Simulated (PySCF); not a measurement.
C$_{5}$H$_{8}$

```yaml
atoms:
  - { symbol: C, position_ang: [2.6827, 0.5827, 0.3790] }
  - { symbol: C, position_ang: [1.4777, 0.0867, 0.5007] }
  - { symbol: C, position_ang: [0.2720, -0.4135, 0.6124] }
  - { symbol: C, position_ang: [-0.6987, -0.5989, -0.5223] }
  - { symbol: C, position_ang: [-1.9805, 0.2046, -0.3344] }
  - { symbol: H, position_ang: [3.5472, -0.0623, 0.1871] }
  - { symbol: H, position_ang: [2.8674, 1.6589, 0.4668] }
  - { symbol: H, position_ang: [-0.0722, -0.7066, 1.6143] }
  - { symbol: H, position_ang: [-0.2089, -0.3219, -1.4686] }
  - { symbol: H, position_ang: [-0.9481, -1.6719, -0.6014] }
  - { symbol: H, position_ang: [-2.4886, -0.0661, 0.6050] }
  - { symbol: H, position_ang: [-2.6866, 0.0248, -1.1596] }
  - { symbol: H, position_ang: [-1.7677, 1.2839, -0.2965] }
```

Geometry: PBE0-D3(BJ)/def2-SVP.

Level of theory: mPW1PW91/pcSseg-2, SCF density, gas phase, non-relativistic (PySCF 2.14.0).

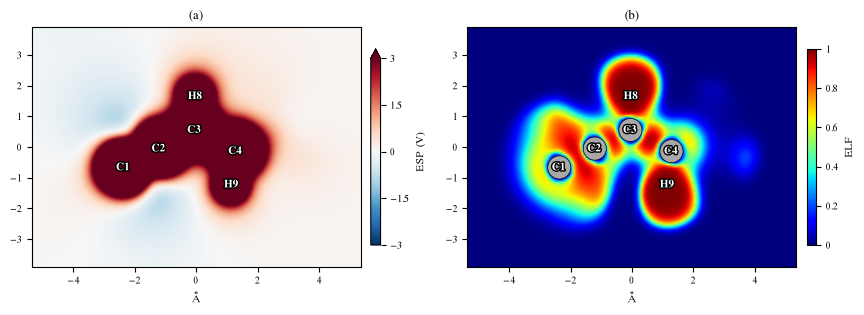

Figure 1. (a) electrostatic potential; (b) electron localisation function on the plane of atoms C4, C3 and H8. Grey discs cover the atomic cores in the ELF map.

What do the fields say about this system?

Answer.
- Atoms in the plane: C and H.
- C–C (1.31 Å): the ELF peaks at about 0.90 between the atoms (a multiple bond).
- C–H (1.10 Å): the ELF climbs to about 1 towards the hydrogen, as it does in any bond to H: a covalent bond by its length.
- C–C (1.50 Å): the ELF peaks at about 0.95 between the atoms; a covalent bond.
- Outside the dense part of the molecule the potential is most negative (−0.8 V) near C1.

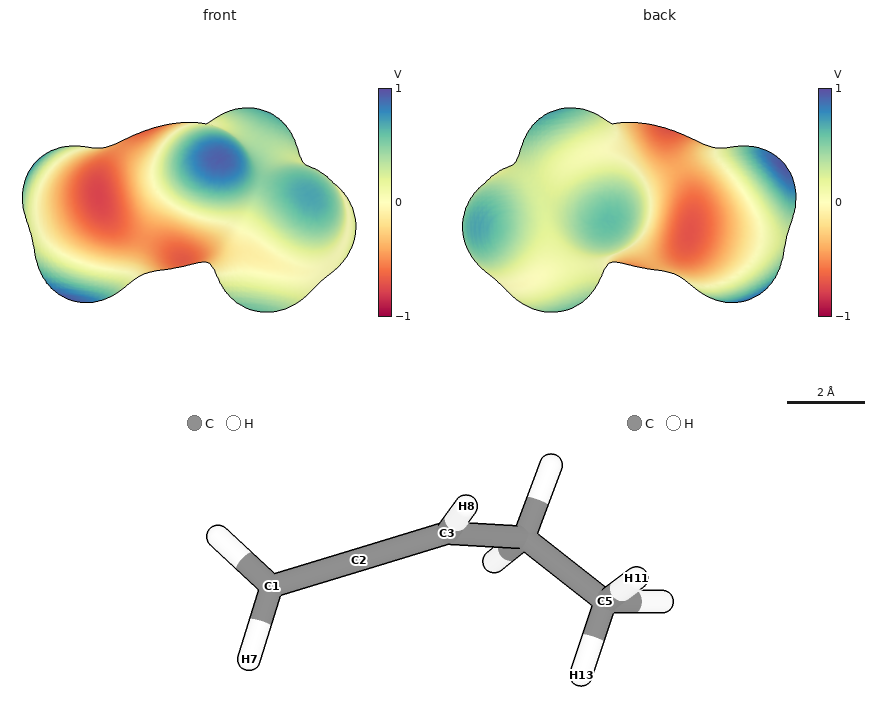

Figure 2. The molecular electrostatic potential painted on the density surface at 0.002 e/bohr³, seen from the front and from behind; the colour scale runs from red (negative) to blue (positive). The bare structure is drawn below in the same view.

Where is the surface potential most negative and most positive?

Answer. The most negative region (about −0.7 V) lies over C1 and C2, the most positive (about +0.9 V) over H6, H7 and H8.

How polar is the molecule by this calculation?

Answer. Its dipole moment is 0.50 D.
